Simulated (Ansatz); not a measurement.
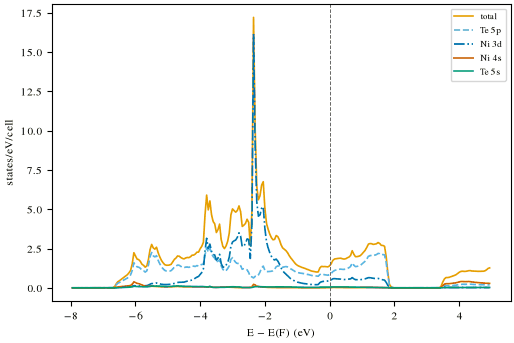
Total and projected density of states of NiTe2 (CdI2 type, P-3m1), plane-wave PAW r²SCAN (Ansatz code)

### Question
Which orbitals carry the states next to the Fermi level?

### Answer
Within 0.5 eV of the Fermi level: Te 5p 64 %, Ni 3d 29 %. Projections are on Löwdin-orthogonalised atomic valence shells; empty p or d shells of many metals are not among them.

### Question
Where is the tallest occupied peak in this window, and what makes it?

### Answer
Near -2.3 eV, about 17 states/eV per cell; the largest projected share is Ni 3d.

The first step of the workflow began from a Materials Project structure, measured or hypothetical; the Crystallography Open Database files this formula in space group No. 164, but the cells were not matched. Its standing as an ambient phase is unchecked. The r²SCAN relaxation kept the symmetry of its start; whether a distortion lowers the energy is not shown. The run is not spin-polarised. A crystal of weakly bound layers computed without a dispersion correction: the cell and the soft elastic constants depend strongly on that. Scalar-relativistic: spin–orbit coupling is off unless named, which matters more the heavier the elements.

Potentials: the later of the program's two PAW sets.
